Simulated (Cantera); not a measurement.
A closed system holds: 1 mol Si₂Cl₆, 34 mol H₂, equilibrated at 13.0 mbar.

Cantera equilibrium calculation (NASA polynomials, part measured and part estimated; ideal gas, pure solids and liquids). Candidate condensed phases: Si; 19 gas species. The feed counts by its element totals alone. The tables' values for SiCl₃, SiCl are old estimates; treat these amounts as uncertain. Gases not in the tables: Si₂H₆ and higher silanes. The numbers say what is thermodynamically allowed, not how fast it happens.

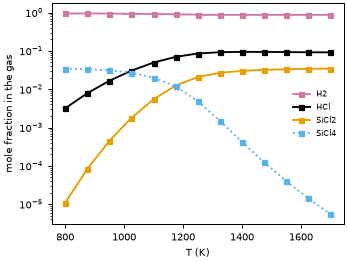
Fig. 1. Equilibrium gas composition (values under 1e-9 drawn at 1e-9)

From 800 K to 1625 K the condensed part is Si(s). At 1700 K the condensed part is Si(l). The main Si-bearing gas is SiCl₄ at 800 K and SiCl₂ at 1700 K. The share of Si in condensed phases is highest at 1250 K (42.5 %) and lowest at 800 K (22.1 %).
